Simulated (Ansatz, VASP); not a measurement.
# Te in two plane-wave programs

Wanted: the spread between two codes on one cell, functional and k mesh. Valence electrons are named where the data sets of a main pair hold unlike numbers.

Program: Ansatz 0.2.0. Level of theory: plane waves, with VASP 6.6.1 beside it; band structure at LDA, band structure at LDA, spin-orbit coupling and single point at LDA, spin-orbit coupling. Results are calculated unless marked as measured.

This is not the structure that Te takes at ambient pressure and room temperature (space group No. 152 or space group No. 154); it is a model or a phase of other conditions.

## 1. The starting structure

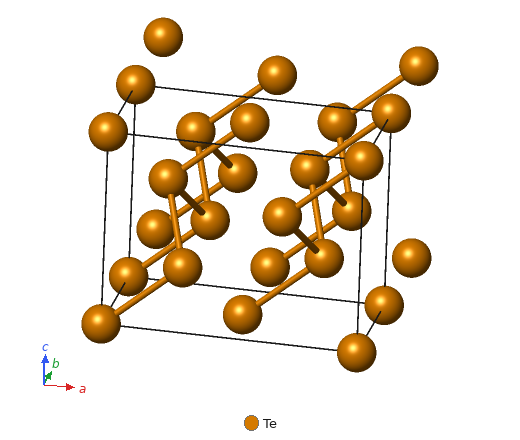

The cell as given, slightly off an axis (tellurium orange). 1×2×1 cells are drawn. This picture shows the conventional cell, with its axes. Bonds to atoms that aren't drawn are left out. Some periodic images of atoms are drawn too.

## 2. VASP: band structure, LDA

A single point gives forces, pressure and levels at one fixed geometry, so differences don't come from the geometry; what else differs is listed under the comparison.

Lines of VASP's logs that name or quote its potential files are left out, and so is its time.

Input file INCAR:

```
SYSTEM = Te
PREC = Accurate
ENCUT = 400
EDIFF = 1E-06
NELM = 100
ISMEAR = -1
SIGMA = 0.05
LREAL = .FALSE.
ALGO = Normal
GGA = CA
NBANDS = 22
LORBIT = 11
LWAVE = .FALSE.
LCHARG = .FALSE.
KPAR = 4
```

Input file POSCAR:

```
Te
1.0
    3.8202894285     -2.1482026000      0.0000000000
    3.8202894285      2.1482026000      0.0000000000
   -0.0942908673      0.0000000000      5.9760906531
Te
3
Direct
    0.6905533900      0.6905533900      0.6611905100
    0.3094466100      0.3094466100      0.3388094900
    0.0000000000      0.0000000000      0.0000000000
```

Input file KPOINTS:

```
Automatic mesh
0
Gamma
7 7 5
0 0 0
```

Input file KPOINTS_OPT:

```
Line mode
16
Line-mode
Reciprocal
  0.00000000   0.00000000   0.00000000 GAMMA
  0.50000000   0.50000000  -1.00000000 Y

  0.50000000   0.50000000  -1.00000000 Y
  0.10634868   0.10634868  -1.47794325 F

  0.10634868   0.10634868  -1.47794325 F
  0.50000000   0.50000000  -0.50000000 L

  0.50000000   0.50000000  -0.50000000 L
  0.67252566   0.32747434  -0.50000000 I

  0.32747434  -0.32747434   0.50000000 I1
  0.00000000   0.00000000   0.50000000 Z

  0.00000000   0.00000000   0.50000000 Z
  0.89365132   0.89365132   0.47794325 F1

  0.50000000   0.50000000  -1.00000000 Y
  0.54490434   0.45509566  -1.00000000 X1

  0.45509566  -0.45509566   0.00000000 X
  0.00000000   0.00000000   0.00000000 GAMMA

  0.00000000   0.00000000   0.00000000 GAMMA
  0.50000000   0.00000000  -0.50000000 N

  0.50000000   0.00000000   0.00000000 M
  0.00000000   0.00000000   0.00000000 GAMMA
```

The projector-augmented-wave data sets are Te (LDA family, release 64).

The run is started by

```console
$ mpirun -np 4 vasp_std
```

Numbers of over 12 decimals in the logs are rounded to 6 here.

Output:

```text
[banner, memory and clock lines left out]
running    4 mpi-ranks, on    1 nodes
 distrk:  each k-point on    1 cores,    4 groups
 distr:  one band on    1 cores,    1 groups

 POSCAR found type information on POSCAR Te
 POSCAR found :  1 types and       3 ions
 LDA part: xc-table for (Slater(with rela. corr.)+CA(PZ))
 , standard interpolation
 POSCAR, INCAR and KPOINTS ok, starting setup
 FFT: planning ... GRIDC
 FFT: planning ... GRID_SOFT
 FFT: planning ... GRID
 WAVECAR not read
 entering main loop
       N       E                     dE             d eps       ncg     rms          rms(c)
DAV:   1     0.517863019995E+02    0.51786E+02   -0.51973E+03  3168   0.518E+02
DAV:   2    -0.787800983266E+01   -0.59664E+02   -0.56989E+02  4204   0.101E+02
DAV:   3    -0.112652947503E+02   -0.33873E+01   -0.33512E+01  3952   0.238E+01
DAV:   4    -0.113206279406E+02   -0.55333E-01   -0.55322E-01  3884   0.370E+00
DAV:   5    -0.113218357167E+02   -0.12078E-02   -0.12078E-02  4064   0.509E-01    0.124E+01
DAV:   6    -0.112944096881E+02    0.27426E-01   -0.30763E-02  3684   0.774E-01    0.757E+00
DAV:   7    -0.112887980528E+02    0.56116E-02   -0.26232E-02  3684   0.702E-01    0.633E-01
DAV:   8    -0.112881652910E+02    0.63276E-03   -0.34094E-03  3732   0.276E-01    0.238E-01
DAV:   9    -0.112879732183E+02    0.19207E-03   -0.40363E-04  3880   0.915E-02    0.110E-01
DAV:  10    -0.112879534848E+02    0.19733E-04   -0.15354E-04  3716   0.481E-02    0.348E-02
DAV:  11    -0.112879485904E+02    0.48944E-05   -0.23037E-05  3642   0.214E-02    0.176E-02
DAV:  12    -0.112879486306E+02   -0.40226E-07   -0.14195E-06  3160   0.525E-03
   1 F= -.11287949E+02 E0= -.11284173E+02  d E =-.755177E-02
 Start KPOINTS_OPT (optional k-point list driver)
k-point batch [1-72\160]
       N       E                     dE             ncg
DAV:   1     0.555647001194E+04   -0.19840E+05     3168
DAV:   2     0.115120463192E+04   -0.44053E+04     4172
DAV:   3     0.891528929566E+03   -0.25968E+03     3946
DAV:   4     0.887245638972E+03   -0.42833E+01     4032
DAV:   5     0.887159934392E+03   -0.85705E-01     4024
DAV:   6     0.887156339700E+03   -0.35947E-02     4262
DAV:   7     0.887156266874E+03   -0.72826E-04     3756
DAV:   8     0.887156263472E+03   -0.34022E-05     2940
DAV:   9     0.887156263341E+03   -0.13060E-06     2604
[...]
k-point batch [145-160\160]
       N       E                     dE             ncg
DAV:   1     0.202131383992E+05   -0.24376E+04      704
DAV:   2     0.192234306294E+05   -0.98971E+03      942
DAV:   3     0.191599962637E+05   -0.63434E+02      858
DAV:   4     0.191589651607E+05   -0.10311E+01      894
DAV:   5     0.191589459221E+05   -0.19239E-01      892
DAV:   6     0.191589451553E+05   -0.76679E-03      920
DAV:   7     0.191589451329E+05   -0.22455E-04      866
DAV:   8     0.191589451319E+05   -0.97977E-06      688
```

OUTCAR, selected parts (step 2):

```text
ion  position               nearest neighbor table
   1  0.691  0.691  0.661-   2 3.03   2 3.03   3 3.09   3 3.31   3 3.31   2 3.47
   2  0.309  0.309  0.339-   1 3.03   1 3.03   3 3.09   3 3.31   3 3.31   1 3.47
   3  0.000  0.000  0.000-   1 3.09   2 3.09   1 3.31   1 3.31   2 3.31   2 3.31

  LATTYP: Found a base centered monoclinic cell.
 ALAT       =     7.6405788570
 B/A-ratio  =     0.5623140969
 C/A-ratio  =     0.7822489081
 COS(beta)  =    -0.0157760547

 Subroutine GETGRP returns: Found  4 space group operations
 (whereof  4 operations were pure point group operations)

The static configuration has the point symmetry C_2h.

 Found     72 irreducible k-points:

   k-points           NKPTS =     72   k-points in BZ     NKDIM =     72   number of bands    NBANDS=     22

   dimension x,y,z NGX =    30 NGY =   30 NGZ =   40
   dimension x,y,z NGXF=    60 NGYF=   60 NGZF=   80

   ENCUT  =  400.0 eV  29.40 Ry    5.42 a.u.   7.15  7.15  9.75*2*pi/ulx,y,z

   NELECT =      18.0000    total number of electrons

 k-points in reciprocal lattice and weights: Automatic mesh
   0.00000000  0.00000000  0.00000000       0.004
   0.14285714  0.00000000  0.00000000       0.016
   0.28571429  0.00000000  0.00000000       0.016
   0.42857143  0.00000000  0.00000000       0.016
   0.14285714  0.14285714  0.00000000       0.008
   0.28571429  0.14285714  0.00000000       0.016
   0.42857143  0.14285714  0.00000000       0.016
  -0.42857143  0.14285714 -0.00000000       0.016
  -0.28571429  0.14285714 -0.00000000       0.016
[...]
-0.14285714 -0.28571429  0.40000000       0.016
  -0.14285714 -0.14285714  0.40000000       0.008

 average (electrostatic) potential at core
       1 -89.5442       2 -89.5442       3 -89.3012

 E-fermi :   6.3200

 k-point     1 :       0.0000    0.0000    0.0000
  band No.  band energies     occupation
    ...
      5       3.6135      2.00000
      6       4.0464      2.00000
      7       4.2557      2.00000
      8       4.6663      2.00000
      9       4.8824      2.00000
     10       7.2483      0.00000
     11       7.2829      0.00000
     12       7.8155      0.00000
     13      10.9946      0.00000
     14      11.3940      0.00000
    ...

 k-point     2 :       0.1429    0.0000    0.0000
  band No.  band energies     occupation
    ...
      5       2.9523      2.00000
      6       3.3606      2.00000
      7       5.0436      2.00000
      8       5.1743      2.00000
      9       6.0892      1.98041
     10       6.4908      0.06359
     11       7.0525      0.00000
     12       7.4793      0.00000
     13      10.4965      0.00000
     14      11.1714      0.00000
    ...

 k-point     3 :       0.2857    0.0000    0.0000
  band No.  band energies     occupation
    ...
      5       2.1416      2.00000
      6       2.7026      2.00000
      7       4.3225      2.00000
      8       5.5232      2.00000
      9       5.6737      2.00000
     10       6.6790      0.00152
     11       6.9952      0.00000
     12       8.3002      0.00000
     13       9.3893      0.00000
     14      11.8756      0.00000
    ...

  Total       -1.6687209     -1.5311554     -1.9132710      0.0000000      0.0000000     -0.0122902
  in kB      -27.2568464    -25.0098547    -31.2513215      0.0000000      0.0000000     -0.2007478
  external PRESSURE =     -27.8393408 kB  Pullay stress =       0.0000000 kB

  energy-cutoff  :      400.00
  volume of cell :       98.09
      direct lattice vectors                 reciprocal lattice vectors
     3.820289429 -2.148202600  0.000000000     0.130880136 -0.232752721  0.002065029
     3.820289429  2.148202600  0.000000000     0.130880136  0.232752721  0.002065029
    -0.094290867  0.000000000  5.976090653     0.000000000  0.000000000  0.167333472

 POSITION                                       TOTAL-FORCE (eV/Angst)
 -----------------------------------------------------------------------------------
      5.21388      0.00000      3.95133        -0.073734      0.000000      0.033908
      2.33240      0.00000      2.02476         0.073734      0.000000     -0.033908
      0.00000      0.00000      0.00000        -0.000000      0.000000      0.000000
 -----------------------------------------------------------------------------------
    total drift:                               -0.000000     -0.000000     -0.000000

  FREE ENERGIE OF THE ION-ELECTRON SYSTEM (eV)
  ---------------------------------------------------
  free  energy   TOTEN  =       -11.2879486306 eV

  energy  without entropy=      -11.2803968648  energy(sigma->0) =      -11.28417275

 total charge
# of ion       s       p       d       tot
------------------------------------------
    1        1.449   1.783   0.046   3.279
    2        1.449   1.783   0.046   3.279
    3        1.445   1.797   0.040   3.282
--------------------------------------------------
tot          4.343   5.363   0.133   9.839

[... 3 further parts left out ...]
```

The k-mesh is coarse for a metal. Spin-orbit coupling is off here; with elements this heavy it splits and shifts levels by tenths of an eV or more. The path was typed for another setting of this lattice: F, F1, X, X1 and Y lie outside the first zone, so these labels don't mark the standard points and true extrema may be missed. At this level the cell is under a tension of 2.8 GPa, so at these settings it is away from equilibrium.

## 3. Ansatz: band structure, LDA

Ansatz runs on its default PAW (the set named soft_2) files.

The same cell, functional (in two slightly different forms), mesh and smearing now go to Ansatz, which takes its cutoff from its data sets.

Input file input.yaml:

```yaml
crystal:
  lattice:
    - [3.8202894285, -2.1482026, 0.0]
    - [3.8202894285, 2.1482026, 0.0]
    - [-0.0942908673, 0.0, 5.9760906531]
  atoms:
    - { symbol: Te, position: [0.69055339, 0.69055339, 0.66119051] }
    - { symbol: Te, position: [0.30944661, 0.30944661, 0.33880949] }
    - { symbol: Te, position: [0.0, 0.0, 0.0] }
hamiltonian:
  xc: lda
  pseudopotentials: { kind: paw }
kpoints:
  mp_grid: { grid: [7, 7, 5] }
  band_path:
    path:
      - [0.0, 0.0, 0.0]
      - [0.16667, 0.16667, -0.33333]
      - [0.33333, 0.33333, -0.66667]
      - [0.5, 0.5, -1.0]
      - [0.36878, 0.36878, -1.15931]
      - [0.21132, 0.21132, -1.35049]
      - [0.10635, 0.10635, -1.47794]
      - [0.26381, 0.26381, -1.08677]
      - [0.39503, 0.39503, -0.76078]
      - [0.5115, 0.4885, -0.5]
      - [0.56901, 0.43099, -0.5]
      - [0.63802, 0.36198, -0.5]
      - [0.30564, -0.30564, 0.5]
      - [0.17465, -0.17465, 0.5]
      - [0.06549, -0.06549, 0.5]
      - [0.11915, 0.11915, 0.49706]
      - [0.41704, 0.41704, 0.48971]
      - [0.7745, 0.7745, 0.48088]
      - [0.50599, 0.49401, -1.0]
      - [0.52395, 0.47605, -1.0]
      - [0.53892, 0.46108, -1.0]
      - [0.36408, -0.36408, 0.0]
      - [0.21238, -0.21238, 0.0]
      - [0.03034, -0.03034, 0.0]
      - [0.1, 0.0, -0.1]
      - [0.3, 0.0, -0.3]
      - [0.46667, 0.0, -0.46667]
      - [0.36667, 0.0, 0.0]
      - [0.2, 0.0, 0.0]
      - [0.0, 0.0, 0.0]
    npoints: 1
scf:
  occupations: { method: fermi_dirac, width: 0.05 }
  n_extra_bands: 7
output:
  forces: true
  stress: true
  eigenvalues: true
```

The run is started by

```console
$ ansatz run input.yaml --threads 2 --pin off --max-ram 4608MiB --backend cpu --events-out ev --progress --plain --runs-dir out
```

Output:

```text
scf.n_extra_bands = 7 over 24 filled bands (N_el = 48.0): the run solves 31 bands
Engine: ansatz 0.2.0, aarch64-unknown-linux-gnu
Pseudopotentials: kind: paw
Pseudopotential: Te, paw, valence charge 16, recommended cutoff 420 eV (normal), Te.paw.azcp
Functional definition: SPW92
  exchange = slater_x
  correlation = pw_c
Crystal: 3 atoms, lattice volume = 98.089 Å³
Basis set: ecut = 420 eV, 1937 PW (Γ)
Bands: 31, of which v1, the nominal top of the filled ones, is band 24 counted from 1 (23 counted from 0)
Symmetry: 4 space group operations
Space group: C2/m (ITA 12), of the structure as read, at distance tolerance 4.6e-5 Å
k-points: 72 of 245
Non-local potential: Te, projectors of the file, l = 0: 2, l = 1: 2, l = 2: 2, l = 3: 2
PAW form: soft (Blöchl's): semilocal exchange-correlation on the pseudo side does not see the compensation charge
PAW frozen core: Te, regenerated for the run's functional, and the local potential with it (the file was generated under x = pbe(κ = 0.804, μ = 0.219515), c = pbe(β = 0.066725))
PAW one-centre angular grid: Te, 590 points (default); XC on 64 Gauss nodes
Initial density: superposition of atomic densities (neutral atoms: chi_scale 0, normalization atom), corrected by the library's trained network
Initial wavefunctions: pseudopotential atomic-orbital guess
Functional: x = slater, c = lda
SCF iter   1: F=—  HF=-20481.473030 eV  |F-HF|=—  |Δ(HF+E_count)|=         —  Δρ=4.69e-3  dr2=1.15e-2  ethr=1.77e-3  ⟨swp⟩=8.2  Hψ=10939  notcnv=0  defer=8
preconditioner: auto → LDOS  [metal: Δε(μ)=0.052 eV  Ē_g=9.828 eV  σ=0.050 eV  W_gap=0.25  n_scr=22 (ndim 8)  ℏωp=15.9 eV  f_vac=0.016  D(μ)=0.84/eV (n_scr^D=2)  β→1.0]
SCF iter   2: F=—  HF=-20481.465791 eV  |F-HF|=—  |Δ(HF+E_count)|=   7.24e-3  Δρ=1.23e-3  dr2=2.27e-3  ethr=2.40e-5  ⟨swp⟩=2.0  Hψ=4704  notcnv=0  defer=53
SCF iter   3: F=—  HF=-20481.465195 eV  |F-HF|=—  |Δ(HF+E_count)|=   5.97e-4  Δρ=6.64e-4  dr2=6.22e-4  ethr=4.72e-6  ⟨swp⟩=2.0  Hψ=4059  notcnv=0  defer=53
SCF iter   4: F=—  HF=-20481.464981 eV  |F-HF|=—  |Δ(HF+E_count)|=   2.14e-4  Δρ=1.14e-4  dr2=1.73e-5  ethr=1.30e-6  ⟨swp⟩=2.0  Hψ=3852  notcnv=0  defer=53
SCF iter   5: F=—  HF=-20481.464973 eV  |F-HF|=—  |Δ(HF+E_count)|=   7.26e-6  Δρ=2.35e-5  dr2=1.12e-6  ethr=3.61e-8  ⟨swp⟩=2.0  Hψ=3877  notcnv=0  defer=53
SCF iter   6: F=-20481.464973 eV  HF=-20481.464973 eV  |F-HF|=1.17e-8  |Δ(HF+E_count)|=   2.36e-7  Δρ=5.39e-6  dr2=2.86e-8  ethr=2.08e-10  ⟨swp⟩=8.2  Hψ=12024  notcnv=0
SCF 1 converged in 6 iterations: F = -20481.464973 eV  dr2 = 2.86e-8
  greatest PAW one-centre occupation: 0.999 electrons in one spin orbital (limit 2), on the Te atom at site 2 (counted from 0), in its partial waves of l = 2
NSCF: frozen V_eff on 30 k-points
SCF converged after 6 iterations
Free energy (F): -20481.464973 eV
Harris-Foulkes:  -20481.464973 eV  (|F-HF|=1.17e-8)
Internal energy: -20481.457533 eV  (E = F + TS)
E sigma→0 (E₀):  -20481.461253 eV
Entropy (-TS):   -0.007440 eV (-2.480 meV/atom)
Fermi energy:    9.077498 eV
--- Per-component energies (eV) ---
  E_band       = -784.834937
  E_kinetic    = 543.281199
  E_local      = -3669.499029  (includes V_loc(G=0)·N_el)
  E_nonlocal   = -915.136972
  E_hartree    = 2357.835005
  E_xc         = -370.981920
  E_vxc        = -313.688823  (∫ρ·V_xc dr)
  E_paw        = -13528.645327  (= ΣΔE_a)
  E_vpaw       = -1145.460690  (= ΣTr[D̂ρ^β])
  E_aug_tail   = -0.000634  (compensation charges beyond the density's cutoff)
  E_ewald      = -4900.345838
  E_core_change = 2.035984  (= ΣΔE_core)
  E_smearing   = -0.007440  (= −TS)
  E_closure    = -0.000000  (closes the sum)
  Σ components = -20481.464973   (vs F -20481.464973, Δ=0.00e0)
--- Forces (eV/Å), atoms counted from 1 ---
  atom   1  Te    -0.06028510     0.00000000     0.02698606
  atom   2  Te     0.06028510    -0.00000000    -0.02698606
  atom   3  Te     0.00000000     0.00000000    -0.00000000
  max |Σ_I F_I| component: 3.47e-18 eV/Å
--- Stress (GPa, compression-positive) ---
       -2.764038       0.000000      -0.018528
        0.000000      -2.559701      -0.000000
       -0.018527      -0.000000      -3.222279
  P = ⅓ Tr σ = -2.8487 GPa (-28.487 kbar)
--- Band table (eV; the first three rows and the last of 72) ---
  k-point 0: bands = [... 20 lower, 6.7922, 7.0121, 7.4286, 7.6451, 10.0106, 10.0419, 10.5749, 13.8248, ... 3 higher]
  k-point 1: bands = [... 20 lower, 6.4998, 7.5527, 7.6284, 7.7910, 9.6921, 9.7113, 10.1582, 13.2778, ... 3 higher]
  k-point 2: bands = [... 20 lower, 6.4627, 7.8184, 8.1585, 8.3816, 9.0924, 9.1256, 9.3918, 12.9258, ... 3 higher]
  k-point 71: bands = [... 20 lower, 5.1455, 6.7724, 8.0317, 8.2805, 10.1215, 10.2679, 11.3495, 13.2580, ... 3 higher]
```

Run time: 15 s. Hardware: 2 threads of Arm Neoverse N1, shared host; peak memory 0.43 GiB; 29 s of CPU time.

Reading the cycles: dr2 is the Hartree energy of the density residual (eV), the measure of convergence; HF is the Harris–Foulkes estimate of the energy, which meets the free energy F at convergence.

## 4. Comparison

Known differences besides the potentials themselves: the two LDA forms differ slightly; the data sets hold 48 valence electrons in Ansatz (on its default PAW (the set named soft_2) files) and 18 in VASP; the cutoff is 420 eV in Ansatz and 400 eV in VASP; VASP's log shows a relativistic correction to its local exchange, Ansatz's none. Total energies have different zeros and are not compared.

The two programs side by side:

| quantity | Ansatz | VASP | difference |
| --- | --- | --- | --- |
| pressure (GPa) | -2.85 | -2.78 | -0.06 |

Forces (eV/Å; atoms numbered as in POSCAR):

```csv
atom,"Ansatz x, y, z","VASP x, y, z"
Te1,"-0.060, 0.000, 0.027","-0.074, 0.000, 0.034"
Te2,"0.060, 0.000, -0.027","0.074, 0.000, -0.034"
Te3,"0.000, 0.000, 0.000","0.000, 0.000, 0.000"
```

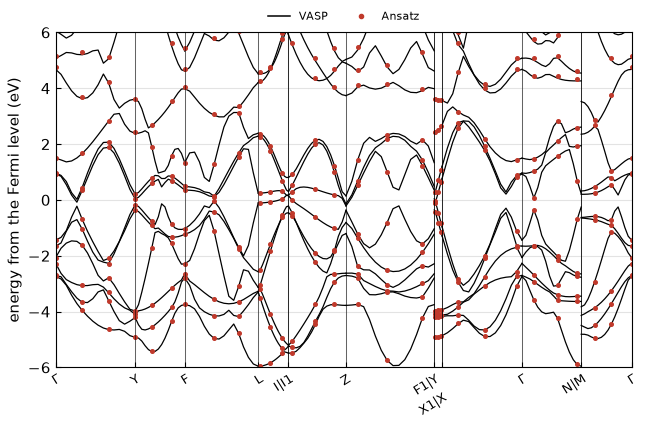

Bands from VASP (lines) and levels from Ansatz (dots). Dots without a line are higher empty bands that the VASP plot leaves out.

The forces differ by 7.1 meV/Å r.m.s., which is 18.6 % of the r.m.s. force of 0.038 eV/Å (both taken over all components). Levels from 3 eV below to 2 eV above the Fermi level differ by 5 meV r.m.s. and 12 meV at most; each VASP level is matched to the nearest of Ansatz, which flatters the figure a little. Ansatz's pressure holds a Pulay correction of 0.04 GPa; VASP's holds none.

## 5. Further runs

Further runs change the set-up of one program: Ansatz's method, potentials or start, or VASP's data sets, cutoff or form of LDA. The table gives Ansatz less VASP for each quantity, since a change that brings one quantity closer may part another.

```
                              run  r.m.s. force difference (meV/Å)  pressure (GPa)
                         as above                              7.1          -0.065
Ansatz's all-electron LAPW method                              8.5          -0.045
```

(Part 1 of 2 ends here.)

[Lines on the potential files, build, host, timing and source positions are cut from VASP's logs without a mark.]

[Logs are printed without paths, hosts, clocks, repeated set-up lines and the standing remarks that a program may print on its own settings, such as how far it seeks lower states.]

[Hosts, paths, dates, database ids (printed as entryN), source tags and the programs' standing remarks are cut or masked in the printed files.]
